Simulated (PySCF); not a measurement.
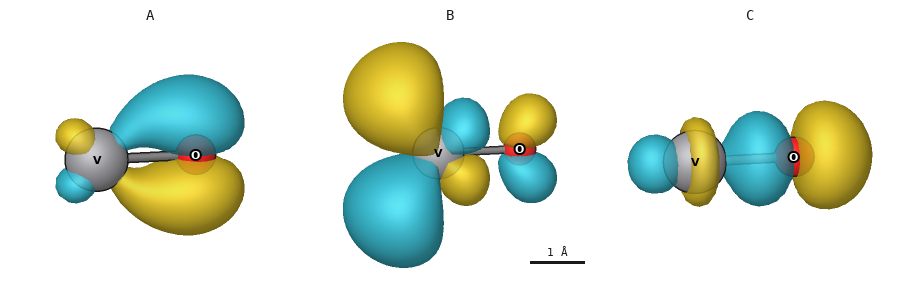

Figure. VO (quartet). Three frontier β-spin orbitals, each drawn at the value that holds 80 % of its norm (yellow and cyan are the two phases), in no order; of a degenerate pair one member is drawn.

⟨S²⟩ = 3.81, above the pure value of 3.75.

These are results of PySCF, PBE0/def2-TZVPP, non-relativistic Hamiltonian with scalar-relativistic core potentials where named, at a bond length of 1.571 Å, not measurements.

### Label each orbital by symmetry, say whether it is occupied, and order them by energy.

Orbital C: σ, occupied in this spin, −9.67 eV; mainly on O (75 %).
Orbital A: π, occupied in this spin, −9.52 eV; mainly on O (80 %).
Orbital B: π, empty in this spin, −0.33 eV; mainly on V (90 %).
